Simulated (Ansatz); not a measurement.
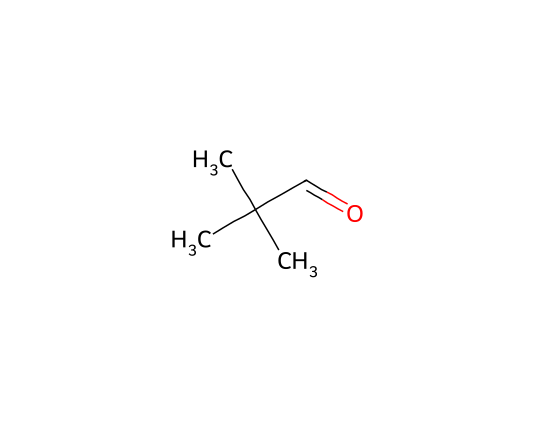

The picture comes from a calculation with Ansatz.

2D structure.

**Write the SMILES.**

CC(C)(C)C=O

**Give the formula, hydrogens included.**

C5H10O.

**An optimisation with PBE-D4/def2-SVP gave a structure of which point group?**

Cs.
